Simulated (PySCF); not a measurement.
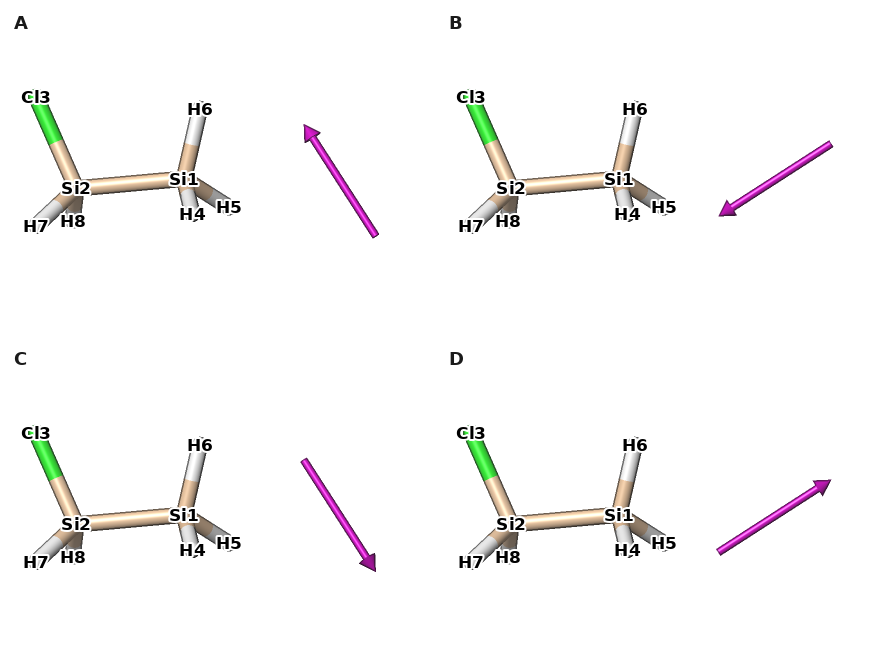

The same molecule four times, each with an arrow. The computed structure is the end point of a PBE0-D3(BJ)/def2-SVP optimisation. No frequency run is at hand to confirm it as a minimum. Properties computed with ωB97X-D/pcSseg-2, gas phase (PySCF 2.14.0).

> Which arrow points along the dipole moment, from the negative to the positive end?

C. The dipole moment is 1.66 D; it points from the side of Cl3 to the side of H4, H5 (the outermost atoms at the two ends).
